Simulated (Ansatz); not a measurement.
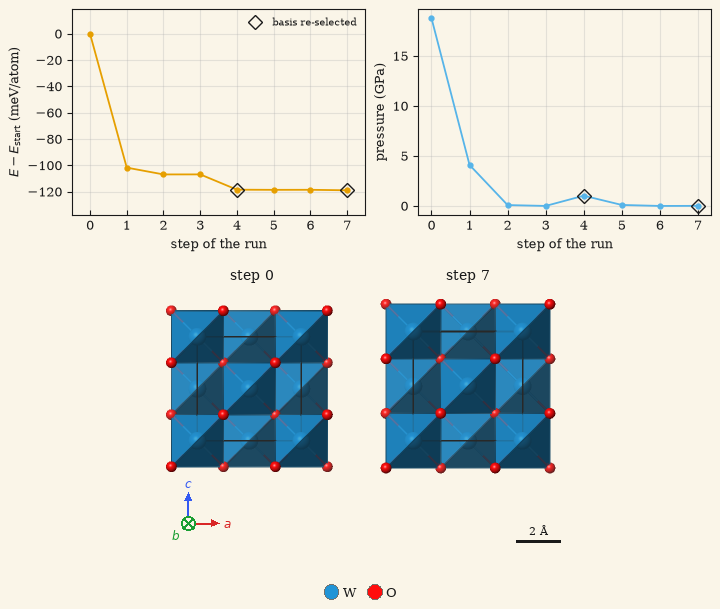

First and last geometry of a relaxation of solid WO (built on the zinc blende type), with the history of the run. Style: polyhedral. Shown: the conventional cell (4 times the calculation's cell), along the b axis. Lengths and directions refer to the drawn axes.

Case: no spin polarisation.

Level of theory: DFT PBE+U, scalar-relativistic, plane waves, PAW (Ansatz).

The input:
```yaml
crystal:
  lattice:
    - [0.0, 2.4128820753, 2.4128820753]
    - [2.4128820753, 0.0, 2.4128820753]
    - [2.4128820753, 2.4128820753, 0.0]
  atoms:
    - { symbol: W, position: [0.0, 0.0, 0.0] }
    - { symbol: O, position: [0.25, 0.25, 0.25] }
basis:
  ecutwfc: 420
kpoints:
  mp_grid: { grid: [10, 10, 10] }
hamiltonian:
  xc: pbe
  hubbard: { sites: [{ species: W, l: d, u_eff: 6.2 }] }
scf:
  occupations: { method: gaussian, width: 0.02 }
output:
  forces: true
  stress: true
  eigenvalues: true
relax:
  adjacent_minimum: "off"
  f_tol: 0.01
  max_steps: 60
  cell: { stress_tol: 0.05 }
```

Run as
```bash
ansatz run input.yaml --threads 1 --pin off --max-ram 2560MiB --backend cpu --events-out ev --progress --plain --runs-dir out
```

Read the history and describe the run.

It converged. No atom moves by more than 0.005 Å relative to the cell. Cell: a = b = c 4.826 → 5.070 Å (+5.1 %). Volume +15.9 %. Near-neighbour distances that change, for instance: W1–O2 2.090 → 2.195 Å. The space group stays F-43m (No. 216). Over 5 accepted moves (7 points after the start) the energy falls by 119 meV per atom. All forces vanish by symmetry, so only the cell relaxes. Pressure: 18.78 GPa at the start and 0.01 GPa at the end. At 2 points the geometry stayed and the basis and grid were re-selected for the new cell (energy shift of 11.6 meV per atom at most each time). The run took 85 s on 1 thread of Intel(R) Xeon(R) Processor @ 2.50GHz (Skylake/Cascade Lake) (shared host), peak memory 0.35 GiB.
